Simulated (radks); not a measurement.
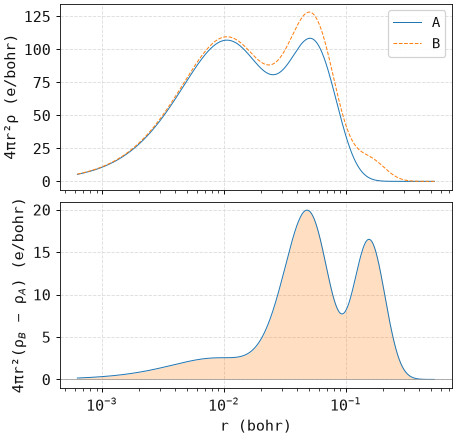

Two charge states of mercury were computed: Hg⁶⁸⁺ in [Ne] 3s2; Hg⁷¹⁺ in [He] 2s2 2p5 (high spin). Theory: scalar-relativistic Kohn-Sham, BLYP, spin-polarised, spherical densities, finite nucleus (computed with the in-house radial solver radks).

The plot shows both radial densities and the radial density of run B less that of run A; on the logarithmic r axis, areas aren't charges.

Which run is A and which is B? Where does the charge move?

A is Hg⁷¹⁺ in [He] 2s2 2p5 (high spin); B is Hg⁶⁸⁺ in [Ne] 3s2. B holds 3.0 electrons more than A where the difference is positive (most at r = 0.048 bohr) and hardly less anywhere, a net change of +3. The energy of B less that of A is −36.27 keV.
